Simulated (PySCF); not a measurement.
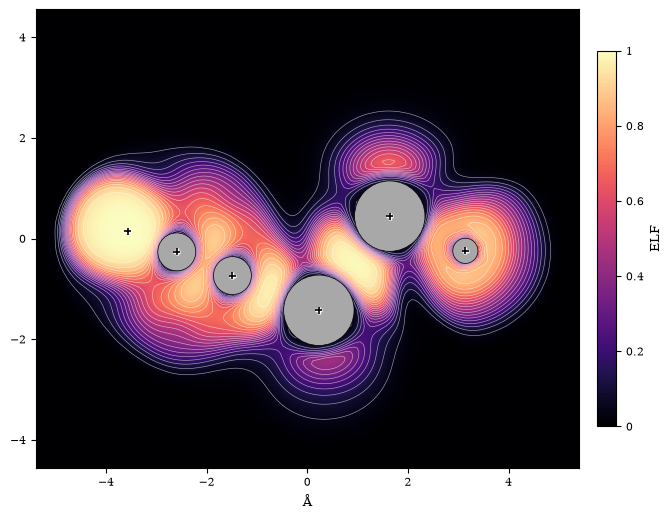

The ELF on a plane through atoms (crosses mark nuclei in the plane; grey discs cover the cores).

These are results of PySCF 2.14.0, CAM-B3LYP/def2-SVPD, SCF density, gas phase, not measurements.

Candidates:
A. C$_{2}$H$_{9}$FSi$_{4}$ (SMILES C#C[SiH2][Si](F)([SiH3])[SiH3])
B. F$_{4}$H$_{6}$P$_{2}$Si (SMILES F[Si](F)(F)(F)(<-P)<-P)

Which system is this?

Candidate A: C$_{2}$H$_{9}$FSi$_{4}$ on the plane of atoms Si3, Si4 and F5, which holds C, Si, F and H. C–C (1.20 Å): the ELF peaks at about 0.85 between the atoms; a short, multiple covalent bond. Si–F (1.65 Å): the ELF peaks at about 0.85 in the valence shell of F, 0.6 Å from its nucleus, and is about 0.50 at the midpoint.
